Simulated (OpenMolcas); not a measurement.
Run report: COS, single-point calculation (part 2 of 2)

The same run, continued: COS, SMILES O=C=S; CASPT2/ANO-R2, sfX2C (OpenMolcas 26.06). The geometry comes from this level: PBE0-D4/def2-TZVP.

Geometry of the input (Å):
```
O  0.9220  0.6844  0.5821
C  0.0967  0.0718  0.0611
S  -1.0187  -0.7562  -0.6432
```

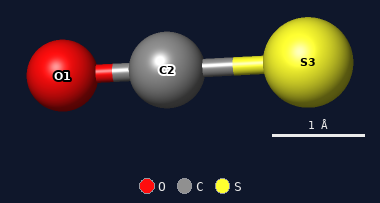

The structure (ball-and-stick view, seen at a tilt; atoms are numbered from 1 in the order of the input).

**Output, continued**
```
      printout of CI-coefficients larger than  0.05 for root  1
      energy=    -511.640729
      conf/sym  111111111     Coeff  Weight
             1  222220000   0.96709 0.93526
             3  222202000  -0.08615 0.00742
            19  222udud00   0.07933 0.00629
            20  222uudd00   0.08015 0.00642
           179  222020200  -0.09319 0.00868

      Natural orbitals and occupation numbers for root  1
      sym 1:   1.988867   1.982076   1.976805   1.958783   1.959173   0.044635   0.051665   0.013911   0.024085

      ************************************************************************************************************************
      *                                                    Final results                                                     *
      ************************************************************************************************************************

++    Final optimization conditions:
      ------------------------------

      Average CI energy                            -511.64072865
      RASSCF energy for state  1                   -511.64072865
      Super-CI energy                                -0.00000000
      RASSCF energy change                            0.00000000
      Max change in MO coefficients               4.113E-05
      Max non-diagonal density matrix element    -4.601E-05
      Maximum BLB matrix element                  2.286E-06
      (orbital pair  14,  30 in symmetry   1)
      Norm of electronic gradient            1.031E-05
--

      Final state energy(ies):
      ------------------------

::    RASSCF root number  1 Total energy:   -511.64072865
      Von Neumann Entropy (Root   1) =  0.48140

      Mulliken population analysis for root number:  1
      -----------------------------------------------

++    Molecular charges:
      ------------------

      Mulliken charges per centre
      ---------------------------

                O1      C2      S3
      Total    8.1083  5.7660 16.1258

      N-E     -0.1083  0.2340 -0.1258

      Total electronic charge=   30.000000

      Total            charge=   -0.000000
--

      Expectation values of various properties for root number:  1
      -----------------------------------------------------------

++    Molecular properties:
      ---------------------

      Charge (e):
                      =   -0.0000
      Dipole Moment (debye):
      Origin of the operator (angstrom)=   -0.2779   -0.2063   -0.1754
                   X=  8.2699E-02               Y=  7.3417E-02               Z=  5.2586E-02           Total=  1.2245E-01
      Quadrupole Moment (debye*angstrom):
      Origin of the operator (angstrom)=   -0.2779   -0.2063   -0.1754
                  XX= -2.3683E+01              XY= -1.7614E-01              XZ= -1.6148E-01              YY= -2.3675E+01
                  YZ= -1.1483E-01              ZZ= -2.3529E+01
      In traceless form (debye*angstrom)
                  XX= -8.1308E-02              XY= -2.6421E-01              XZ= -2.4222E-01              YY= -6.9323E-02
                  YZ= -1.7224E-01              ZZ=  1.5063E-01
--

      LoProp population analysis for root number:  1
      -----------------------------------------------

++    LoProp analysis:
      ----------------

++    Static properties:
      ------------------

      LoProp Charges per center

                   O1       C2       S3
      Nuclear      8.0000   6.0000  16.0000
      Electronic  -8.1294  -5.7849 -16.0857

      Total       -0.1294   0.2151  -0.0857
--

      Natural Bond Order analysis for root number:  1

++    Natural Bond Order analysis
      ---------------------------
      Based on LoProp computed density
      -------------------------------------------------------------------------------------
      Atom A       Atom B       Bond Order
      -------------------------------------------------------------------------------------
      NBO located      0.999 non-bonded electrons on atom O1
      NBO located      0.994 non-bonded electrons on atom C2
      NBO located      0.986 non-bonded electrons on atom S3
      NBO located      0.999 non-bonded electrons on atom S3
      NBO located      0.999 non-bonded electrons on atom S3
      NBO located      1.000 non-bonded electrons on atom S3
      NBO located      1.000 non-bonded electrons on atom S3
      NBO located      1.000 non-bonded electrons on atom S3
      The remaining    8.566 electrons are to be considered as diffuse
--

--

      Average orbitals are written to the RASORB file
      Natural orbitals for root   1 are written to the RASORB.1 file
      Spin density orbitals for root   1 are written to the SPDORB.1 file

--- Stop Module: rasscf /rc=_RC_ALL_IS_WELL_ ---
--- Module rasscf spent 4 seconds ---

--- Start Module: caspt2 ---

                                              &CASPT2

                       available to each process: 1.9 GB of memory, 1 thread

++    Wave function specifications:
      -----------------------------

      Number of closed shell electrons           6
      Number of electrons in active shells      10
      Max number of holes in RAS1 space          0
      Max number of electrons in RAS3 space      0
      Number of inactive orbitals                3
      Number of active orbitals                  9
      Number of secondary orbitals              86
      Spin quantum number                      0.0
      State symmetry                             1
      Number of CSFs                          5292
      Number of CASSCF root(s) available         1
      CASPT2 state passed to geometry opt.       1
      A file JOBMIX will be created
      This is a CASSCF or RASSCF reference function
--

++    Orbital specifications:
      -----------------------

      Symmetry species                           1
                                                 a
      Frozen orbitals                            7
      Inactive orbitals                          3
      Active orbitals                            9
      Secondary orbitals                        86
      Deleted orbitals                           0
      Number of basis functions                105
--

++    CASPT2 specifications:
      ----------------------

      Type of calculation                        SS-CASPT2
      Fock operator                              state-specific
      IPEA shift                                 0.25
      Real shift                                 0.00
      Imaginary shift                            0.20
      The input orbitals will be transformed to quasi-canonical
--

--------------------------------------------------------------------------------
 Estimated memory requirements:
  POLY3 :                   993050
  RHS:                      625106
  SIGMA :                   923380
  PRPCTL:                        0
 Available workspace:    232451673

++ CASPT2 computation for group   1

********************************************************************************
 Multi-State initialization phase begins for group   1
--------------------------------------------------------------------------------
********************************************************************************
 Compute H0 matrices for state    1
--------------------------------------------------------------------------------
--------------------------------------------------------------------------------
 H0 matrices have been computed.

********************************************************************************
  CASPT2 EQUATION SOLUTION
--------------------------------------------------------------------------------

  Total nr of CASPT2 parameters:
   Before reduction:      647049
   After  reduction:      645990

 Variance of |WF0>:       1.9686395646

 The contributions to the second order correlation energy in atomic units.
-----------------------------------------------------------------------------------------------------------------------------
  IT.      VJTU        VJTI        ATVX        AIVX        VJAI        BVAT        BJAT        BJAI        TOTAL       RNORM
-----------------------------------------------------------------------------------------------------------------------------
   1    -0.008897   -0.003987   -0.042743   -0.065621   -0.011496   -0.123130   -0.091686   -0.042322   -0.389883    0.049206
   2    -0.009911   -0.004476   -0.044231   -0.068112   -0.012085   -0.124259   -0.092902   -0.042924   -0.398900    0.012750
   3    -0.009973   -0.004499   -0.044197   -0.068159   -0.012112   -0.124194   -0.092798   -0.042857   -0.398788    0.003994
   4    -0.010007   -0.004523   -0.044069   -0.067997   -0.012100   -0.124082   -0.092702   -0.042819   -0.398300    0.001042
   5    -0.010001   -0.004524   -0.044070   -0.067995   -0.012104   -0.124087   -0.092709   -0.042824   -0.398315    0.000345
   6    -0.009999   -0.004525   -0.044076   -0.068000   -0.012105   -0.124097   -0.092716   -0.042829   -0.398348    0.000100
   7    -0.009998   -0.004525   -0.044077   -0.067999   -0.012106   -0.124096   -0.092715   -0.042829   -0.398346    0.000029
   8    -0.009998   -0.004526   -0.044076   -0.067999   -0.012106   -0.124095   -0.092715   -0.042828   -0.398343    0.000007
   9    -0.009998   -0.004526   -0.044076   -0.067999   -0.012106   -0.124095   -0.092715   -0.042828   -0.398343    0.000002
-----------------------------------------------------------------------------------------------------------------------------

  FINAL CASPT2 RESULT:

      Reference energy:        -511.6407286467
      E2 (Non-variational):      -0.3983435644
      Shift correction:          -0.0018667685
      E2 (Variational):          -0.4002103329
      Total energy:            -512.0409389797
      Residual norm:              0.0000004290
      Reference weight:           0.88869

      Contributions to the CASPT2 correlation energy
      Active & Virtual Only:         -0.1681718498
      One Inactive Excited:          -0.1707117218
      Two Inactive Excited:          -0.0594599929

++ Denominators, etc.
--------------------------------------------------------------------------------------------------------------
 Report on small energy denominators, large coefficients, and large energy contributions.
CASE  SYMM ACTIVE-MIX  NON-ACTIVE INDICES          DENOMINATOR     RHS VALUE       COEFFICIENT     CONTRIBUTION
VJTU     1  Mu1.0005  In1.010                       1.44704323     -0.03182052      0.03082147     -0.00098076
VJTU     1  Mu1.0015  In1.010                       1.69727963     -0.03419049      0.02858500     -0.00097734
VJTU     1  Mu1.0036  In1.010                       2.03600382      0.06040668     -0.03730145     -0.00225326
VJTIP    1  Mu1.0003  In1.010 In1.010               1.59407197     -0.02524569      0.02516931     -0.00063542
BJATM    1  Mu1.0001  In1.010 Se1.026 Se1.025       1.83113552     -0.08535512      0.04759385     -0.00406238
BJAIP    1  Se1.026 In1.010 Se1.026 In1.010         1.93077312      0.04686664     -0.02554803     -0.00119735
--

   (Skipping property calculation,
    use PROP keyword to activate)
--

  Total CASPT2 energies:
::    CASPT2 Root  1     Total energy:   -512.04093898

  A NEW JOBIPH FILE NAMED 'JOBMIX' IS PREPARED.
********************************************************************************
--- Stop Module: caspt2 /rc=_RC_ALL_IS_WELL_ ---
--- Module caspt2 spent 5 seconds ---

.##################.
.# Happy landing! #.
.##################.

    Timing: Wall=13.83 User=11.86 System=1.26
```

**Summary**

- outcome: converged
- total energy: −512.040939 hartree
- CASSCF energy: −511.640729 hartree
- basis functions: 105
- wall time: 14 s
- peak memory: 0.13 GiB
